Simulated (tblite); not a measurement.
**Geometry relaxation of C$_{4}$H$_{11}$Si (part 1 of 3)**

System: C$_{4}$H$_{11}$Si, multiplicity 2.
Method: GFN2-xTB geometry optimisation, gas phase (tblite 0.8.0).

It belongs to a series of runs on one base structure; here: X = H replaced by CH2SiH3.

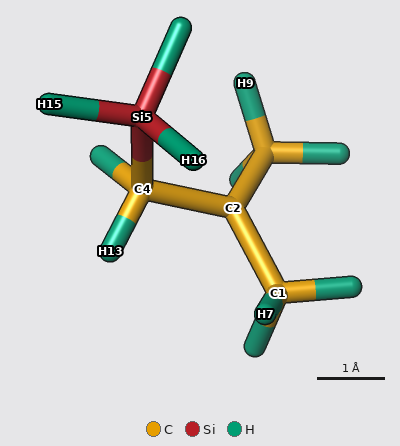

Figure 1. The input geometry (stick view, seen at a tilt; atoms are numbered from 1 in the order of the input).

The input
```
{"job": {"kind": "relax", "xc": "GFN2-xTB", "basis": "xTB"}, "charge": 0, "multiplicity": 2}
C     -1.317700     1.283900    -0.245300
C     -0.581700     0.069900     0.168600
C     -1.033800    -0.691900     1.384700
C      0.378300    -0.581900    -0.792200
Si     2.184000    -0.146600    -0.551000
H     -2.228300     1.005400    -0.807100
H     -0.705900     1.930200    -0.883400
H     -1.623100     1.883200     0.629100
H     -0.236700    -1.316400     1.788700
H     -1.891900    -1.334000     1.125200
H     -1.362500    -0.003700     2.171000
H      0.272700    -1.681500    -0.703700
H      0.078900    -0.335900    -1.799300
H      2.662900    -0.541300     0.791700
H      3.007800    -0.848700    -1.566000
H      2.389500     1.318200    -0.722300
```

The first line tells a small driver script what to run in tblite; the rest is the geometry in Å.

Machine: 1 CPU thread, shared host.

Launch command:
```bash
OMP_NUM_THREADS=1 python <driver script> task.json out
```

The program's output
```
step      E/eV     max force
  0    -430.69857    1.681
  1    -430.75927    0.484
  2    -430.77021    0.152
  3    -430.77280    0.126
  4    -430.77459    0.156
  5    -430.77628    0.113
  6    -430.77749    0.075
  7    -430.77844    0.075
  8    -430.77960    0.095
  9    -430.78129    0.107
 10    -430.78353    0.130
 11    -430.78615    0.135
 12    -430.78900    0.120
 13    -430.79200    0.137
 14    -430.79526    0.147
 15    -430.79880    0.145
 16    -430.80220    0.158
 17    -430.80529    0.131
 18    -430.80810    0.147
 19    -430.81007    0.113
 20    -430.81125    0.093
 21    -430.81217    0.085
 22    -430.81304    0.082
 23    -430.81390    0.072
 24    -430.81474    0.064
 25    -430.81550    0.077
 26    -430.81608    0.056
 27    -430.81638    0.036
 28    -430.81651    0.025
 29    -430.81659    0.028
 30    -430.81666    0.025
 31    -430.81673    0.024
 32    -430.81682    0.025
 33    -430.81690    0.024
 34    -430.81698    0.026
 35    -430.81703    0.016
 36    -430.81706    0.015
 37    -430.81709    0.020
 38    -430.81713    0.020
 39    -430.81717    0.019
 40    -430.81721    0.014
 41    -430.81723    0.013
 42    -430.81725    0.011
 43    -430.81727    0.012
 44    -430.81729    0.010
```

Trajectory as extended XYZ (Å, eV, eV/Å), 45 frames, from step=0 to step=44
```
16
Properties=species:S:1:pos:R:3:forces:R:3 step=0 energy=-430.69857
C    -1.3177    1.2839   -0.2453   -0.1130   0.3320   0.1510
C    -0.5817    0.0699    0.1686    0.6310  -0.6670   0.0570
C    -1.0338   -0.6919    1.3847    0.0200   0.4030  -0.3450
C     0.3783   -0.5819   -0.7922   -1.4360  -0.5880   0.6470
Si    2.1840   -0.1466   -0.5510    1.1360   0.5310   0.1900
H    -2.2283    1.0054   -0.8071    0.1400   0.2130   0.1050
H    -0.7059    1.9302   -0.8834   -0.0960  -0.1960   0.0100
H    -1.6231    1.8832    0.6291   -0.0030  -0.2680  -0.2940
H    -0.2367   -1.3164    1.7887   -0.0600  -0.0040  -0.1290
H    -1.8919   -1.3340    1.1252    0.1710   0.0280   0.1460
H    -1.3625   -0.0037    2.1710    0.0180  -0.1080  -0.1410
H     0.2727   -1.6815   -0.7037    0.0860   0.3720   0.0180
H     0.0789   -0.3359   -1.7993   -0.0310   0.1760  -0.4250
H     2.6629   -0.5413    0.7917   -0.1630   0.0530  -0.2300
H     3.0078   -0.8487   -1.5660   -0.1920   0.1160   0.1880
H     2.3895    1.3182   -0.7223   -0.1090  -0.3930   0.0510
16
Properties=species:S:1:pos:R:3:forces:R:3 step=1 energy=-430.75927
C    -1.3194    1.2887   -0.2432    0.1490  -0.1570   0.0570
C    -0.5727    0.0603    0.1694    0.0450   0.0130   0.0430
C    -1.0335   -0.6861    1.3798    0.0890   0.0910  -0.0950
C     0.3578   -0.5903   -0.7830   -0.4740  -0.0930   0.0250
Si    2.2003   -0.1390   -0.5483    0.3690   0.2210   0.0770
H    -2.2263    1.0084   -0.8056    0.1170   0.1690   0.0950
H    -0.7073    1.9274   -0.8832   -0.0450  -0.1230  -0.0180
H    -1.6232    1.8794    0.6249   -0.0440  -0.1270  -0.0780
H    -0.2376   -1.3165    1.7868   -0.1100   0.0420  -0.1370
H    -1.8895   -1.3336    1.1273    0.1350   0.0320   0.1080
H    -1.3622   -0.0053    2.1690    0.0070  -0.0260  -0.1130
H     0.2739   -1.6762   -0.7035    0.0210  -0.0460   0.0670
H     0.0785   -0.3334   -1.8054    0.0230   0.0860  -0.0800
H     2.6606   -0.5405    0.7885   -0.0950   0.0240  -0.0970
H     3.0050   -0.8471   -1.5633   -0.1190   0.0740   0.1180
H     2.3880    1.3126   -0.7216   -0.0710  -0.1800   0.0280
16
Properties=species:S:1:pos:R:3:forces:R:3 step=2 energy=-430.77021
C    -1.3166    1.2861   -0.2419    0.1060  -0.0890   0.0340
C    -0.5710    0.0598    0.1703   -0.0160   0.0440   0.0140
C    -1.0317   -0.6838    1.3775    0.0300   0.0360  -0.0150
C     0.3468   -0.5928   -0.7817   -0.0560   0.0250  -0.0740
Si    2.2088   -0.1341   -0.5466   -0.0070   0.0340   0.0250
H    -2.2238    1.0120   -0.8036    0.0760   0.1160   0.0620
H    -0.7083    1.9248   -0.8836   -0.0040  -0.0970  -0.0270
H    -1.6240    1.8766    0.6230   -0.0310  -0.0930  -0.0220
H    -0.2398   -1.3157    1.7840   -0.0410   0.0110  -0.1020
H    -1.8866   -1.3329    1.1296    0.0970   0.0180   0.0730
H    -1.3621   -0.0059    2.1667    0.0050   0.0140  -0.0770
H     0.2744   -1.6766   -0.7022   -0.0020  -0.1090   0.0680
H     0.0789   -0.3315   -1.8074    0.0100   0.0610  -0.0230
H     2.6585   -0.5400    0.7863   -0.0570   0.0050  -0.0120
H     3.0025   -0.8455   -1.5608   -0.0670   0.0430   0.0660
H     2.3865    1.3086   -0.7210   -0.0440  -0.0210   0.0110
16
Properties=species:S:1:pos:R:3:forces:R:3 step=3 energy=-430.77280
C    -1.3142    1.2842   -0.2409    0.0550  -0.0250   0.0160
C    -0.5706    0.0601    0.1707    0.0050   0.0080  -0.0150
C    -1.0309   -0.6825    1.3766    0.0190   0.0150   0.0000
C     0.3430   -0.5931   -0.7825    0.0620  -0.0060  -0.0550
Si    2.2108   -0.1323   -0.5457   -0.1240  -0.0210   0.0110
H    -2.2219    1.0149   -0.8020    0.0430   0.0780   0.0350
H    -0.7086    1.9224   -0.8842    0.0270  -0.0720  -0.0320
H    -1.6247    1.8742    0.6221   -0.0180  -0.0660   0.0110
H    -0.2409   -1.3153    1.7815    0.0050  -0.0060  -0.0740
H    -1.8842   -1.3324    1.1314    0.0550  -0.0010   0.0470
H    -1.3619   -0.0058    2.1647    0.0020   0.0420  -0.0410
H     0.2745   -1.6785   -0.7006   -0.0080  -0.0550   0.0490
H     0.0791   -0.3299   -1.8085   -0.0010   0.0470  -0.0180
H     2.6570   -0.5398    0.7856   -0.0440  -0.0030   0.0210
H     3.0007   -0.8443   -1.5590   -0.0420   0.0260   0.0390
H     2.3853    1.3073   -0.7207   -0.0350   0.0380   0.0050
16
Properties=species:S:1:pos:R:3:forces:R:3 step=4 energy=-430.77459
C    -1.3117    1.2827   -0.2400    0.0150   0.0190  -0.0030
C    -0.5700    0.0601    0.1707    0.0260  -0.0270  -0.0340
C    -1.0299   -0.6813    1.3760    0.0150   0.0030   0.0020
C     0.3415   -0.5938   -0.7838    0.0890  -0.0310  -0.0330
Si    2.2097   -0.1315   -0.5449   -0.1530  -0.0290   0.0100
H    -2.2198    1.0183   -0.8004    0.0070   0.0400   0.0060
H    -0.7082    1.9194   -0.8852    0.0530  -0.0420  -0.0320
H    -1.6255    1.8713    0.6217    0.0000  -0.0370   0.0390
H    -0.2415   -1.3153    1.7785    0.0440  -0.0170  -0.0420
H    -1.8816   -1.3322    1.1336    0.0130  -0.0180   0.0230
H    -1.3618   -0.0049    2.1627    0.0060   0.0570  -0.0140
H     0.2744   -1.6805   -0.6987   -0.0110  -0.0050   0.0240
H     0.0792   -0.3279   -1.8097   -0.0060   0.0240  -0.0070
H     2.6551   -0.5397    0.7855   -0.0400  -0.0050   0.0360
H     2.9986   -0.8431   -1.5571   -0.0250   0.0140   0.0200
H     2.3838    1.3072   -0.7203   -0.0340   0.0550   0.0050
16
Properties=species:S:1:pos:R:3:forces:R:3 step=5 energy=-430.77628
C    -1.3090    1.2816   -0.2391   -0.0130   0.0400  -0.0180
C    -0.5688    0.0596    0.1699    0.0280  -0.0440  -0.0410
C    -1.0286   -0.6800    1.3753    0.0150  -0.0100   0.0010
C     0.3415   -0.5952   -0.7857    0.0580  -0.0420  -0.0100
Si    2.2059   -0.1310   -0.5438   -0.1120  -0.0090   0.0160
H    -2.2177    1.0225   -0.7986   -0.0270   0.0000  -0.0230
H    -0.7066    1.9156   -0.8868    0.0730  -0.0070  -0.0230
H    -1.6263    1.8677    0.6222    0.0280  -0.0070   0.0560
H    -0.2411   -1.3156    1.7746    0.0720  -0.0180  -0.0070
H    -1.8788   -1.3324    1.1361   -0.0230  -0.0280   0.0000
H    -1.3615   -0.0028    2.1604    0.0190   0.0580   0.0020
H     0.2741   -1.6825   -0.6964   -0.0130   0.0290  -0.0100
H     0.0792   -0.3255   -1.8110   -0.0070  -0.0090   0.0030
H     2.6524   -0.5397    0.7861   -0.0430  -0.0030   0.0380
H     2.9961   -0.8415   -1.5547   -0.0150   0.0070   0.0090
H     2.3816    1.3081   -0.7199   -0.0390   0.0430   0.0090
16
Properties=species:S:1:pos:R:3:forces:R:3 step=6 energy=-430.77749
C    -1.3069    1.2813   -0.2388   -0.0200   0.0340  -0.0250
C    -0.5676    0.0585    0.1686    0.0060  -0.0350  -0.0310
C    -1.0273   -0.6792    1.3748    0.0150  -0.0200  -0.0010
C     0.3424   -0.5968   -0.7875   -0.0020  -0.0310   0.0030
Si    2.2011   -0.1307   -0.5426   -0.0320   0.0190   0.0220
H    -2.2166    1.0257   -0.7977   -0.0380  -0.0200  -0.0360
H    -0.7041    1.9126   -0.8885    0.0710   0.0150  -0.0060
H    -1.6263    1.8648    0.6236    0.0520   0.0080   0.0480
H    -0.2395   -1.3160    1.7715    0.0730  -0.0070   0.0140
H    -1.8771   -1.3329    1.1381   -0.0320  -0.0230  -0.0090
H    -1.3608   -0.0002    2.1586    0.0360   0.0390  -0.0010
H     0.2736   -1.6837   -0.6948   -0.0130   0.0280  -0.0360
H     0.0791   -0.3239   -1.8118   -0.0060  -0.0360   0.0040
H     2.6494   -0.5397    0.7873   -0.0500   0.0010   0.0300
H     2.9938   -0.8402   -1.5527   -0.0140   0.0070   0.0090
H     2.3791    1.3094   -0.7193   -0.0470   0.0190   0.0140
16
Properties=species:S:1:pos:R:3:forces:R:3 step=7 energy=-430.77844
C    -1.3056    1.2815   -0.2391   -0.0140   0.0150  -0.0230
C    -0.5667    0.0573    0.1671   -0.0260  -0.0160  -0.0150
C    -1.0260   -0.6791    1.3744    0.0140  -0.0250  -0.0020
C     0.3431   -0.5985   -0.7890   -0.0500  -0.0090   0.0090
Si    2.1969   -0.1301   -0.5413    0.0370   0.0350   0.0230
H    -2.2164    1.0278   -0.7977   -0.0270  -0.0220  -0.0340
H    -0.7008    1.9106   -0.8898    0.0530   0.0230   0.0150
H    -1.6252    1.8627    0.6255    0.0700   0.0120   0.0230
H    -0.2370   -1.3165    1.7694    0.0550   0.0100   0.0230
H    -1.8763   -1.3338    1.1395   -0.0210  -0.0100  -0.0070
H    -1.3596    0.0026    2.1570    0.0510   0.0120  -0.0120
H     0.2730   -1.6843   -0.6943   -0.0120   0.0070  -0.0500
H     0.0789   -0.3234   -1.8124   -0.0050  -0.0510  -0.0040
H     2.6461   -0.5397    0.7888   -0.0560   0.0060   0.0220
H     2.9918   -0.8389   -1.5509   -0.0160   0.0110   0.0140
H     2.3763    1.3108   -0.7187   -0.0520   0.0010   0.0180
16
Properties=species:S:1:pos:R:3:forces:R:3 step=8 energy=-430.77960
C    -1.3043    1.2820   -0.2398   -0.0020  -0.0110  -0.0160
C    -0.5664    0.0557    0.1650   -0.0610   0.0030   0.0010
C    -1.0242   -0.6795    1.3740    0.0110  -0.0230  -0.0030
C     0.3430   -0.6004   -0.7906   -0.0800   0.0170   0.0100
Si    2.1926   -0.1289   -0.5393    0.0850   0.0380   0.0200
H    -2.2166    1.0299   -0.7983   -0.0020  -0.0120  -0.0230
H    -0.6960    1.9086   -0.8910    0.0210   0.0220   0.0390
H    -1.6225    1.8606    0.6282    0.0810   0.0140  -0.0150
H    -0.2330   -1.3167    1.7673    0.0240   0.0310   0.0240
H    -1.8757   -1.3349    1.1410    0.0030   0.0070   0.0030
H    -1.3571    0.0059    2.1550    0.0630  -0.0220  -0.0220
H     0.2720   -1.6851   -0.6947   -0.0100  -0.0240  -0.0570
H     0.0786   -0.3239   -1.8131   -0.0050  -0.0590  -0.0180
H     2.6412   -0.5396    0.7909   -0.0580   0.0110   0.0180
H     2.9890   -0.8373   -1.5485   -0.0140   0.0150   0.0180
H     2.3719    1.3125   -0.7175   -0.0550  -0.0080   0.0210
16
Properties=species:S:1:pos:R:3:forces:R:3 step=9 energy=-430.78129
C    -1.3025    1.2826   -0.2413    0.0140  -0.0400  -0.0020
C    -0.5672    0.0531    0.1619   -0.0920   0.0150   0.0110
C    -1.0213   -0.6805    1.3734    0.0060  -0.0130  -0.0050
C     0.3414   -0.6031   -0.7927   -0.0820   0.0390   0.0040
Si    2.1877   -0.1263   -0.5360    0.1000   0.0250   0.0110
H    -2.2168    1.0328   -0.7997    0.0350   0.0110  -0.0040
H    -0.6884    1.9062   -0.8920   -0.0250   0.0160   0.0660
H    -1.6168    1.8576    0.6317    0.0830   0.0190  -0.0640
H    -0.2265   -1.3165    1.7647   -0.0190   0.0530   0.0210
H    -1.8746   -1.3365    1.1434    0.0350   0.0250   0.0200
H    -1.3520    0.0104    2.1515    0.0700  -0.0620  -0.0230
H     0.2702   -1.6866   -0.6966   -0.0060  -0.0540  -0.0590
H     0.0779   -0.3257   -1.8147   -0.0070  -0.0600  -0.0370
H     2.6325   -0.5391    0.7947   -0.0550   0.0160   0.0190
H     2.9847   -0.8345   -1.5446   -0.0040   0.0160   0.0170
H     2.3641    1.3151   -0.7153   -0.0550  -0.0060   0.0250
16
Properties=species:S:1:pos:R:3:forces:R:3 step=10 energy=-430.78353
C    -1.2999    1.2830   -0.2433    0.0300  -0.0600   0.0160
C    -0.5699    0.0495    0.1575   -0.0970   0.0070   0.0040
C    -1.0172   -0.6820    1.3723    0.0010   0.0050  -0.0080
C     0.3380   -0.6064   -0.7956   -0.0500   0.0410  -0.0130
Si    2.1822   -0.1224   -0.5312    0.0660  -0.0030  -0.0020
H    -2.2166    1.0370   -0.8017    0.0710   0.0410   0.0160
H    -0.6783    1.9030   -0.8920   -0.0730   0.0090   0.0830
H    -1.6072    1.8539    0.6355    0.0690   0.0320  -0.1060
H    -0.2176   -1.3151    1.7616   -0.0590   0.0670   0.0140
H    -1.8726   -1.3383    1.1471    0.0640   0.0330   0.0400
H    -1.3436    0.0157    2.1465    0.0640  -0.0920  -0.0030
H     0.2677   -1.6895   -0.7002    0.0010  -0.0680  -0.0530
H     0.0769   -0.3295   -1.8176   -0.0100  -0.0530  -0.0530
H     2.6194   -0.5382    0.8004   -0.0450   0.0200   0.0270
H     2.9787   -0.8304   -1.5390    0.0180   0.0140   0.0100
H     2.3523    1.3188   -0.7118   -0.0490   0.0050   0.0280
16
Properties=species:S:1:pos:R:3:forces:R:3 step=11 energy=-430.78615
C    -1.2963    1.2826   -0.2455    0.0390  -0.0590   0.0310
C    -0.5744    0.0447    0.1521   -0.0660  -0.0220  -0.0190
C    -1.0123   -0.6838    1.3708   -0.0030   0.0250  -0.0080
C     0.3331   -0.6100   -0.7991    0.0040   0.0140  -0.0400
Si    2.1764   -0.1178   -0.5254   -0.0050  -0.0340  -0.0160
H    -2.2151    1.0429   -0.8040    0.0870   0.0670   0.0270
H    -0.6672    1.8996   -0.8906   -0.1010   0.0080   0.0770
H    -1.5944    1.8503    0.6383    0.0360   0.0550  -0.1180
H    -0.2078   -1.3123    1.7582   -0.0790   0.0610   0.0080
H    -1.8692   -1.3400    1.1523    0.0720   0.0250   0.0570
H    -1.3323    0.0203    2.1406    0.0400  -0.0980   0.0390
H     0.2647   -1.6938   -0.7058    0.0100  -0.0550  -0.0420
H     0.0753   -0.3351   -1.8222   -0.0110  -0.0370  -0.0590
H     2.6028   -0.5368    0.8080   -0.0320   0.0240   0.0340
H     2.9720   -0.8253   -1.5321    0.0480   0.0080  -0.0020
H     2.3371    1.3234   -0.7069   -0.0390   0.0170   0.0310
16
Properties=species:S:1:pos:R:3:forces:R:3 step=12 energy=-430.78900
C    -1.2918    1.2813   -0.2474    0.0360  -0.0340   0.0350
C    -0.5802    0.0388    0.1456   -0.0090  -0.0580  -0.0490
C    -1.0069   -0.6851    1.3690   -0.0040   0.0380  -0.0040
C     0.3278   -0.6141   -0.8036    0.0540  -0.0320  -0.0680
Si    2.1701   -0.1134   -0.5195   -0.0780  -0.0550  -0.0240
H    -2.2120    1.0503   -0.8062    0.0730   0.0810   0.0250
H    -0.6572    1.8962   -0.8877   -0.0930   0.0160   0.0410
H    -1.5798    1.8476    0.6391   -0.0090   0.0790  -0.0900
H    -0.1986   -1.3082    1.7548   -0.0670   0.0320   0.0050
H    -1.8644   -1.3415    1.1589    0.0540   0.0000   0.0660
H    -1.3193    0.0236    2.1353    0.0050  -0.0730   0.0900
H     0.2617   -1.6991   -0.7128    0.0200  -0.0270  -0.0280
H     0.0735   -0.3420   -1.8283   -0.0100  -0.0190  -0.0550
H     2.5842   -0.5347    0.8168   -0.0200   0.0290   0.0330
H     2.9658   -0.8196   -1.5247    0.0770   0.0030  -0.0120
H     2.3198    1.3287   -0.7010   -0.0290   0.0180   0.0340
16
Properties=species:S:1:pos:R:3:forces:R:3 step=13 energy=-430.79200
C    -1.2865    1.2794   -0.2486    0.0240   0.0090   0.0260
C    -0.5865    0.0314    0.1379    0.0460  -0.0780  -0.0670
C    -1.0014   -0.6857    1.3671   -0.0020   0.0370   0.0080
C     0.3228   -0.6191   -0.8097    0.0750  -0.0770  -0.0850
Si    2.1623   -0.1097   -0.5136   -0.1170  -0.0580  -0.0290
H    -2.2074    1.0598   -0.8079    0.0330   0.0790   0.0120
H    -0.6484    1.8931   -0.8838   -0.0510   0.0330  -0.0150
H    -1.5648    1.8465    0.6382   -0.0510   0.0940  -0.0320
H    -0.1902   -1.3033    1.7514   -0.0270  -0.0110   0.0080
H    -1.8583   -1.3432    1.1672    0.0160  -0.0320   0.0670
H    -1.3056    0.0256    2.1316   -0.0300  -0.0290   0.1290
H     0.2589   -1.7052   -0.7207    0.0290  -0.0030  -0.0180
H     0.0713   -0.3497   -1.8358   -0.0080  -0.0030  -0.0480
H     2.5641   -0.5318    0.8267   -0.0140   0.0350   0.0190
H     2.9609   -0.8135   -1.5172    0.0980   0.0040  -0.0120
H     2.3010    1.3344   -0.6941   -0.0210   0.0020   0.0370
16
Properties=species:S:1:pos:R:3:forces:R:3 step=14 energy=-430.79526
C    -1.2798    1.2772   -0.2495    0.0090   0.0560   0.0080
C    -0.5927    0.0219    0.1280    0.0750  -0.0660  -0.0580
C    -0.9952   -0.6857    1.3651    0.0000   0.0220   0.0260
C     0.3184   -0.6260   -0.8183    0.0580  -0.1000  -0.0830
Si    2.1517   -0.1065   -0.5077   -0.1070  -0.0460  -0.0300
H    -2.2016    1.0721   -0.8096   -0.0170   0.0640  -0.0050
H    -0.6395    1.8901   -0.8800    0.0080   0.0510  -0.0740
H    -1.5490    1.8470    0.6366   -0.0790   0.0900   0.0310
H    -0.1814   -1.2981    1.7476    0.0230  -0.0560   0.0120
H    -1.8511   -1.3456    1.1780   -0.0240  -0.0570   0.0640
H    -1.2909    0.0272    2.1299   -0.0550   0.0130   0.1360
H     0.2565   -1.7124   -0.7299    0.0360   0.0010  -0.0160
H     0.0688   -0.3582   -1.8452   -0.0050   0.0060  -0.0440
H     2.5413   -0.5279    0.8379   -0.0120   0.0410  -0.0080
H     2.9572   -0.8066   -1.5089    0.1070   0.0130   0.0010
H     2.2796    1.3405   -0.6856   -0.0170  -0.0300   0.0400
```
